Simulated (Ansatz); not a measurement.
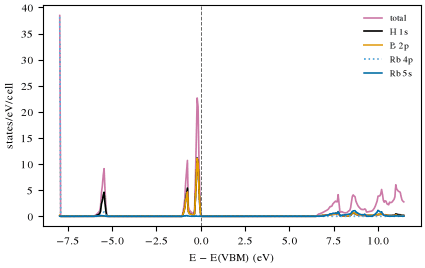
*Total and projected density of states of RbBH₄ in space group F-43m (No. 216; Rb on 4a, B on 4b, H on 16e), r²SCAN (plane waves, PAW; program Ansatz)*

**Question.** Which orbitals carry the states next to the gap?

**Answer.** Top 1 eV of the valence band: H 1s 49 %, B 2p 47 %. Bottom 1 eV of the conduction band: H 1s 19 %, B 2p 18 %, Rb 5s 17 %, outside the projected shells 43 %. Projections are on Löwdin-orthogonalised atomic valence shells; empty p or d shells of many metals are not among them.

The workflow started from a Materials Project entry (that database holds measured and hypothetical structures alike); the Crystallography Open Database copy checked does not list it. Its standing as an ambient phase is unchecked. The r²SCAN relaxation kept the symmetry of its start; its stability against distortions is not shown here. Scalar-relativistic: spin–orbit coupling is off unless named, which matters more the heavier the elements.

Potentials: the later of the program's two PAW sets.
